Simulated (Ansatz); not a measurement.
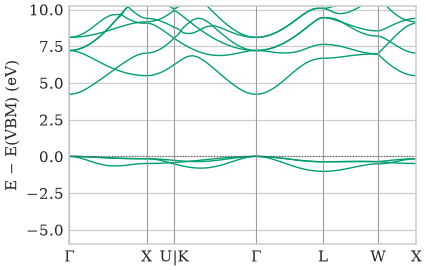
Fig. 1. Band structure from plane-wave PAW PBEsol (Ansatz code)

Question: Read off the gap and where the band edges lie.

Answer: About 4.2 eV (4.22 eV by a search for the band edges); maximum at Γ, minimum at Γ.

Question: Which of these materials gives this?
(A) K2S, anti-fluorite
(B) KCl, rock salt
(C) RbBr, rock salt

Answer: C, RbBr, rock salt

Space group Fm-3m (rock salt). Symmetry was held in the PBEsol relaxation. Scalar-relativistic: spin–orbit coupling is off unless named, which matters more the heavier the elements.

Potentials: the later of the program's two PAW sets.
